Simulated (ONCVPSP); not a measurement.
# Pseudopotential generation for W

System: tungsten (W, Z = 74), core [Kr] 4d10 4f14, reference valence 5s2 5p6 5d5 6s1, valence charge 14.
Method: ONCV potential, PBEsol, scalar-relativistic, made with ONCVPSP 4.0.1.

## The input
```
# ATOM AND REFERENCE CONFIGURATION
# atsym  z   nc   nv     iexc    psfile
  W 74.00   10    4  -116133      upf
#
#   n    l    f
    1    0    2.00
    2    0    2.00
    2    1    6.00
    3    0    2.00
    3    1    6.00
    3    2   10.00
    4    0    2.00
    4    1    6.00
    4    2   10.00
    4    3   14.00
    5    0    2.00
    5    1    6.00
    5    2    5.00
    6    0    1.00
#
# PSEUDOPOTENTIAL AND OPTIMIZATION
# lmax
    2
#
#   l,   rc,      ep,       ncon, nbas, qcut
    0    2.00    0.00    4    8    6.00
    1    1.85    0.00    4    8    9.40
    2    2.65    0.00    4    9    7.20
#
# LOCAL POTENTIAL
# lloc, lpopt,  rc(5),   dvloc0
    4    5    1.25    6.00
#
# VANDERBILT-KLEINMAN-BYLANDER PROJECTORs
# l, nproj, debl
    0    2    3.80
    1    1    2.70
    2    2    3.70
#
# MODEL CORE CHARGE
# icmod, fcfact, rcfact
    3    4.50    1.00
#
# LOG DERIVATIVE ANALYSIS
# epsh1, epsh2, depsh
   -4.00    5.00    0.02
#
# OUTPUT GRID
# rlmax, drl
    6.00    0.01
#
# TEST CONFIGURATIONS
# ncnf
    4
# nvcnf
#   n    l    f
    4
    5    0    2.00
    5    1    6.00
    5    2    4.00
    6    0    2.00
#
    4
    5    0    2.00
    5    1    6.00
    5    2    4.00
    6    0    1.00
#
    4
    5    0    2.00
    5    1    6.00
    5    2    4.00
    6    0    0.00
#
    4
    5    0    2.00
    5    1    5.00
    5    2    4.00
    6    0    2.00
#
```

Hardware: 1 CPU thread, shared host.

Run as:
```bash
oncvpsp.x < W.dat > W.out
```

## Log (extracts)
```
ONCVPSP  (Optimized Norm-Conservinng Vanderbilt PSeudopotential)
scalar-relativistic version 4.0.1

#   n    l    f        energy (Ha)
    1    0    2.00    -2.5530008E+03
    2    0    2.00    -4.4059048E+02
    2    1    6.00    -3.8532305E+02
    3    0    2.00    -1.0140720E+02
    3    1    6.00    -8.5043982E+01
    3    2   10.00    -6.6223689E+01
    4    0    2.00    -2.0850770E+01
    4    1    6.00    -1.5483331E+01
    4    2   10.00    -8.6836068E+00
    4    3   14.00    -1.1490326E+00
    5    0    2.00    -2.8359473E+00
    5    1    6.00    -1.5221166E+00
    5    2    5.00    -1.2282179E-01
    6    0    1.00    -1.9023287E-01

Reference configufation results
  iterations    30
  all-electron total energy (Ha)   -1.61377101D+04

Begin loop to  construct optimized pseudo wave functions
and semi-local pseudopoentials for all angular momenta

Calculating optimized projector #   1

 for l=   0

    Fraction of norm inside rc  0.984444
    Optimizing pswf for qcut=   6.01 a_B^-1,  ecut=  18.06 Ha
    Residual kinetic energy error=  3.18D-06 Ha

    Energy error per electron        Cutoff
         Ha          eV             Ha
         0.01000     0.27211        4.92
         0.00100     0.02721       11.00
         0.00010     0.00272       14.35
         0.00001     0.00027       16.86

Calculating optimized projector #   2

 for l=   0

    Fraction of norm inside rc  0.111595
    Optimizing pswf for qcut=   6.01 a_B^-1,  ecut=  18.06 Ha
    Residual kinetic energy error=  1.22D-05 Ha

    Energy error per electron        Cutoff
         Ha          eV             Ha
         0.01000     0.27211        4.12
         0.00100     0.02721       11.36
         0.00010     0.00272       15.31
         0.00001     0.00027       19.27

Calculating optimized projector #   1

 for l=   1

    Fraction of norm inside rc  0.903406
    Optimizing pswf for qcut=   9.39 a_B^-1,  ecut=  44.12 Ha
    Residual kinetic energy error=  1.39D-08 Ha

    Energy error per electron        Cutoff
         Ha          eV             Ha
         0.01000     0.27211        9.47
         0.00100     0.02721       22.00
         0.00010     0.00272       27.97
         0.00001     0.00027       32.68

   Wellstate for l =  2  n =  8
     eigenvalue =   3.5772
     asymptotic potential =   4.0772
     half-point radius =  4.1893

Calculating optimized projector #   1

 for l=   2

    Fraction of norm inside rc  0.744471
    Optimizing pswf for qcut=   7.20 a_B^-1,  ecut=  25.90 Ha
    Residual kinetic energy error=  9.99D-10 Ha

    Energy error per electron        Cutoff
         Ha          eV             Ha
         0.01000     0.27211       10.11
         0.00100     0.02721       13.42
         0.00010     0.00272       16.30
         0.00001     0.00027       18.77

Calculating optimized projector #   2

 for l=   2

    Fraction of norm inside rc  0.203124
    Optimizing pswf for qcut=   7.20 a_B^-1,  ecut=  25.90 Ha
    Residual kinetic energy error=  3.74D-08 Ha

    Energy error per electron        Cutoff
         Ha          eV             Ha
         0.01000     0.27211       12.73
         0.00100     0.02721       15.32
         0.00010     0.00272       16.81
         0.00001     0.00027       18.83

Construct Vanderbilt / Kleinmman-Bylander projectors

B matrix Hermiticity error, ll=   0
   1   2    3.3768E-04

  Orthonormal projector coefficients  5.2559E+00  1.0152E+00

B matrix Hermiticity error, ll=   2
   1   2    2.2353E-04

  Orthonormal projector coefficients  1.1106E+01  6.9346E-01

Model core correction analysis
  based on d2Exc/dn_idn_j

d2excae - all-electron derivatives

   -2.749373D-02   -2.390193D-02   -9.550318D-03   -1.533201D-03
   -2.390196D-02   -2.388045D-02   -1.291360D-02   -2.562918D-03
   -9.550377D-03   -1.291361D-02   -1.700125D-02   -1.409918D-02
   -1.533168D-03   -2.562706D-03   -1.409555D-02   -2.565770D-02

d2excps - pseudofunction derivatives with no core correction

   -5.336395D-02   -3.398975D-02   -1.129694D-02   -3.567078D-03
   -3.399062D-02   -3.179481D-02   -1.507855D-02   -3.204173D-03
   -1.129717D-02   -1.507870D-02   -1.795565D-02   -1.427576D-02
   -3.568368D-03   -3.203999D-03   -1.427209D-02   -2.586468D-02

rms 2nd derivative error    7.750179E-03

rmatch, rhocmatch    0.9527    9.7191

Teter function model core charge with specified parameters

d2excps - pseudofunction derivatives with core correction

   -3.697450D-02   -2.870746D-02   -1.049106D-02   -2.284729D-03
   -2.870749D-02   -2.951883D-02   -1.474604D-02   -2.810758D-03
   -1.049120D-02   -1.474619D-02   -1.793889D-02   -1.421206D-02
   -2.284747D-03   -2.810551D-03   -1.420840D-02   -2.576397D-02

rms 2nd derivative error    3.340261E-03

Pseudoatom total energy  -68.488334

Diagnostic tests using Vanderbilt-Kleinman-Bylander pseudopotentials
  1 or more projectors used as specified by nproj input data

   l    rcore       rmatch      e in        delta e   norm test  slope test

   0   2.0002565   2.0609886  -2.8359473   0.0000026   1.0002083   1.0001881
   0   2.0002565   2.0609886  -0.1902329   0.0000014   1.0000289   1.0000221

   1   1.8505973   1.9067855  -1.5221166  -0.0000019   0.9999965   1.0000004

   2   2.6655618   2.7464940  -0.1228218   0.0000018   1.0000709   1.0000838
   2   2.6655618   2.7464940   3.5771782   0.0000130   1.0001958   1.0001958

 Testing for bound ghosts
   n   l    E NL Schr. Eq   E Basis Diag.   E Cutoff

   1   0       -2.835945       -2.835936     66.38
   2   0       -0.190231       -0.170250     66.38

   2   1       -1.522119       -1.522081     65.37

   3   2       -0.122820       -0.122224     62.41

 Testing for highly-localized positive-energy ghosts
       l    <radius>/rc     E Basis Diag.   E Cutoff

       2        0.305488       23.533309     62.41  WARNING - GHOST(+)

Test configuration 0

   n   l     f        eae           eps        diff
   1   0  2.0000-2553.00079461
   2   0  2.0000 -440.59048211
   2   1  6.0000 -385.32305265
   3   0  2.0000 -101.40720065
   3   1  6.0000  -85.04398194
   3   2 10.0000  -66.22368943
   4   0  2.0000  -20.85076985
   4   1  6.0000  -15.48333094
   4   2 10.0000   -8.68360675
   4   3 14.0000   -1.14903265
   5   0  2.0000   -2.83594733   -2.83594473    2.60D-06
   5   1  6.0000   -1.52211665   -1.52211856   -1.91D-06
   5   2  5.0000   -0.12282179   -0.12281999    1.79D-06
   6   0  1.0000   -0.19023287   -0.19023143    1.44D-06

    Total energies and differences
      AE_ref= -1.61377101D+04  AE_tst= -1.61377101D+04  dif=  0.00D+00
      PS_ref= -6.84883337D+01  PS_tst= -6.84883337D+01  dif=  8.53D-14
      PSP excitation error= -8.53D-14

Test configuration 1

   n   l     f        eae           eps        diff
   1   0  2.0000-2553.07035594
   2   0  2.0000 -440.66351666
   2   1  6.0000 -385.39597653
   3   0  2.0000 -101.47934596
   3   1  6.0000  -85.11612531
   3   2 10.0000  -66.29615277
   4   0  2.0000  -20.92291347
   4   1  6.0000  -15.55559620
   4   2 10.0000   -8.75614341
   4   3 14.0000   -1.22148396
   5   0  2.0000   -2.90716324   -2.90478719    2.38D-03
   5   1  6.0000   -1.58836548   -1.58809078    2.75D-04
   5   2  4.0000   -0.16581476   -0.16597439   -1.60D-04
   6   0  2.0000   -0.21116774   -0.21105812    1.10D-04

    Total energies and differences
      AE_ref= -1.61377101D+04  AE_tst= -1.61377668D+04  dif= -5.67D-02
      PS_ref= -6.84883337D+01  PS_tst= -6.85450599D+01  dif= -5.67D-02
      PSP excitation error=  2.15D-05

Test configuration 2

   n   l     f        eae           eps        diff
   1   0  2.0000-2553.34794314
   2   0  2.0000 -440.93914128
   2   1  6.0000 -385.67166444
   3   0  2.0000 -101.75520246
   3   1  6.0000  -85.39198435
   3   2 10.0000  -66.57187193
   4   0  2.0000  -21.19886373
   4   1  6.0000  -15.83150839
   4   2 10.0000   -9.03193799
   4   3 14.0000   -1.49722056
   5   0  2.0000   -3.18310347   -3.18273768    3.66D-04
   5   1  6.0000   -1.86511545   -1.86534856   -2.33D-04
   5   2  4.0000   -0.43272265   -0.43282323   -1.01D-04
   6   0  1.0000   -0.44926419   -0.44921269    5.15D-05

    Total energies and differences
      AE_ref= -1.61377101D+04  AE_tst= -1.61374388D+04  dif=  2.71D-01
      PS_ref= -6.84883337D+01  PS_tst= -6.82170395D+01  dif=  2.71D-01
      PSP excitation error= -8.41D-06

Test configuration 3

   n   l     f        eae           eps        diff
   1   0  2.0000-2553.66649533
   2   0  2.0000 -441.25502651
   2   1  6.0000 -385.98764635
   3   0  2.0000 -102.07105197
   3   1  6.0000  -85.70783942
   3   2 10.0000  -66.88758844
   4   0  2.0000  -21.51478328
   4   1  6.0000  -16.14738693
   4   2 10.0000   -9.34766730
   4   3 14.0000   -1.81273455
   5   0  2.0000   -3.49822522   -3.50105003   -2.82D-03
   5   1  6.0000   -2.18009576   -2.18125980   -1.16D-03
   5   2  4.0000   -0.73153378   -0.73157084   -3.71D-05

    Total energies and differences
      AE_ref= -1.61377101D+04  AE_tst= -1.61368620D+04  dif=  8.48D-01
      PS_ref= -6.84883337D+01  PS_tst= -6.76400471D+01  dif=  8.48D-01
      PSP excitation error= -1.85D-04

Test configuration 4

   n   l     f        eae           eps        diff
   1   0  2.0000-2553.58618143
   2   0  2.0000 -441.16218149
   2   1  6.0000 -385.89628917
   3   0  2.0000 -101.96924251
   3   1  6.0000  -85.60624312
   3   2 10.0000  -66.78630795
   4   0  2.0000  -21.41356159
   4   1  6.0000  -16.04667748
   4   2 10.0000   -9.24697653
   4   3 14.0000   -1.70734377
   5   0  2.0000   -3.36730920   -3.38066532   -1.34D-02
   5   1  5.0000   -2.02901024   -2.03509630   -6.09D-03
   5   2  4.0000   -0.53773172   -0.53842177   -6.90D-04
   6   0  2.0000   -0.49702469   -0.49762324   -5.99D-04

    Total energies and differences
      AE_ref= -1.61377101D+04  AE_tst= -1.61359670D+04  dif=  1.74D+00
      PS_ref= -6.84883337D+01  PS_tst= -6.67405790D+01  dif=  1.75D+00
      PSP excitation error= -4.62D-03
```

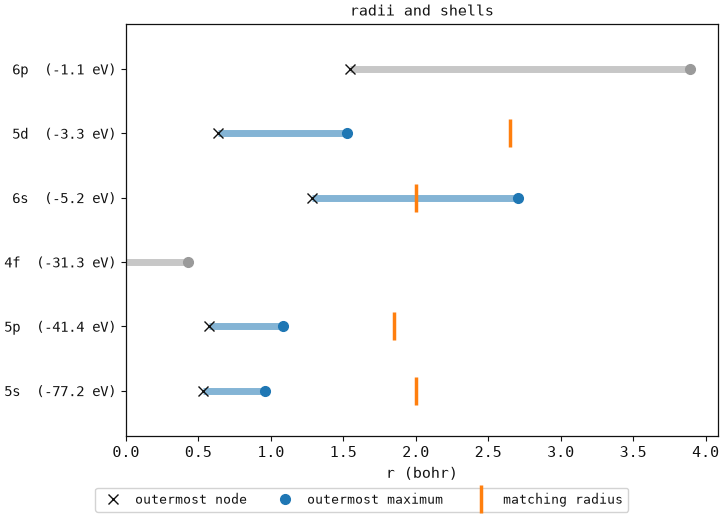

*Outer shells of the all-electron reference atom: each bar runs from the outermost node (or the nucleus) to the outermost maximum of u(r); the tick is the radius chosen for the pseudo-wave. Shells without a tick have no pseudo-wave of their own. Levels, nodes and maxima are from ld1.x, scalar-relativistic.*

- Radii against the shells: 5s: 2.00 bohr, outside the maximum; 5p: 1.85 bohr, outside the maximum; 6s: 2.00 bohr, between node and maximum; 5d: 2.65 bohr, outside the maximum.

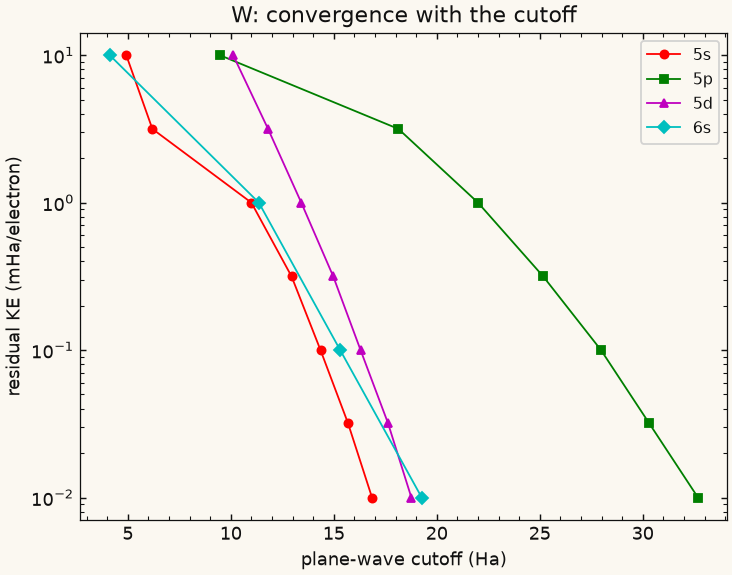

*Residual kinetic energy of the pseudo-waves (the first of each channel, and further valence shells) beyond the plane-wave cutoff, as the generator prints it.*

- Cutoffs for 1 mHa per electron: 5p: 22 Ha; 5d: 13 Ha; 6s: 11 Ha; 5s: 11 Ha.
- Cutoffs for the occupied states: 22 Ha for 1 mHa and 28 Ha for 0.1 mHa per electron. The first is set by 5p.
- Hardest wave at 1 mHa per electron: 5p, with rc = 1.85 bohr and qcut = 9.4 1/bohr. The optimisation minimises, but can't always remove, the kinetic energy above qcut²/2 = 44.2 Ha, and a larger rc would as a rule soften the wave at some cost in transferability.

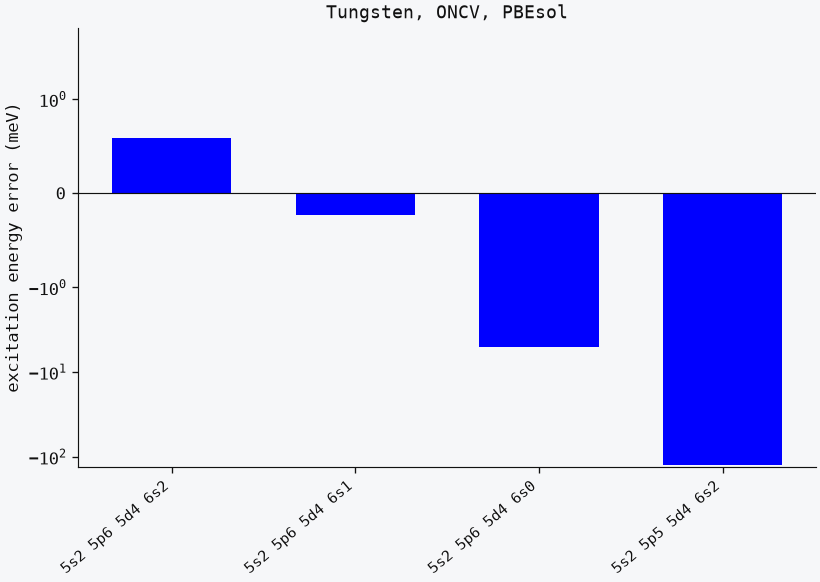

*Errors, all-electron minus pseudo, of the energies of valence configurations relative to the unpolarised reference 5s2 5p6 5d5 6s1.*

- Worst configuration: 5s2 5p5 5d4 6s2 (charge +1): the error is -126 meV on an all-electron energy of +47.43 eV relative to the reference, or 0.27 %.
- Configurations within 10 meV and within 50 meV: 3 and 3 of 4.
- Errors in meV: 5s2 5p6 5d4 6s2: +0.6; 5s2 5p6 5d4 6s1: -0.2; 5s2 5p6 5d4 6s0: -5.0; 5s2 5p5 5d4 6s2: -126.

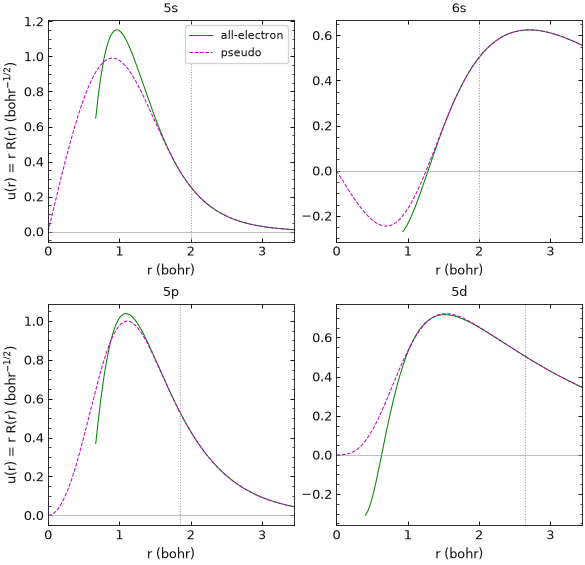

*All-electron valence functions (solid) with their pseudo partners (dashed). Dotted lines mark the matching radii. The innermost oscillations of some all-electron curves aren't drawn.*

Pseudo-waves: 5s has no node; 6s has a node at about 1.3 bohr; 5p has no node; 5d has no node. A node in 6s is expected, since a lower shell of the same l is also in the valence and the two must stay orthogonal.

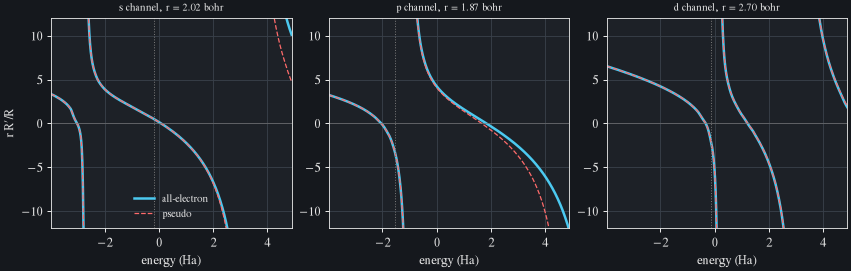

*Logarithmic derivatives r R′/R at the test radius against energy, all-electron atom (solid) and pseudo-atom (dashed). Here R(r) is the radial function. The dotted line marks the reference energy of the channel. Not drawn: f: not judged.*

- Ghost states: the plot shows none: pseudo and all-electron curves have the same branches in all channels drawn. The separate test gives: no bound ghost flagged; no localised positive-energy state flagged (flags above 300 eV left out).
- Poles, where the radial function vanishes at the test radius: s: all-electron at -2.7 and 3.5 Ha, pseudo at -2.7 and 3.4 Ha; p: all-electron at -1.0 Ha, pseudo at -1.0 Ha; d: all-electron at 0.2 and 3.2 Ha, pseudo at 0.2 and 3.2 Ha.
- Zeros of the logarithmic derivative: s: all-electron -3.0 and 0.1 Ha, pseudo -3.0 and 0.1 Ha; p: all-electron -2.0 and 1.8 Ha, pseudo -2.0 and 1.7 Ha; d: all-electron -0.3 and 1.2 Ha, pseudo -0.3 and 1.2 Ha.

## Results in brief

- outcome: generated
- cutoffs needed: 22 Ha and 28 Ha (the cutoffs at which the residual kinetic energy of the hardest occupied pseudo-wave falls to 1 and 0.1 mHa per electron)
- ghost test: no bound ghost flagged; no localised positive-energy state flagged (flags above 300 eV left out)
- largest excitation error: -126 meV (all-electron minus pseudo) for 5s2 5p5 5d4 6s2, out of 4 test configurations
- rms error of d²Exc/dni dnj: 7.75 mHa without and 3.34 mHa with the model core
- range over which the phases arctan(r R′/R) at the test radius agree within 0.05 rad (a looser test near the poles than one of phase shifts): s: up to about 4.5 Ha; p: up to about 0.9 Ha; d: up to about 5.0 Ha; f: not judged, local potential alone
- wall time: 5.9 s
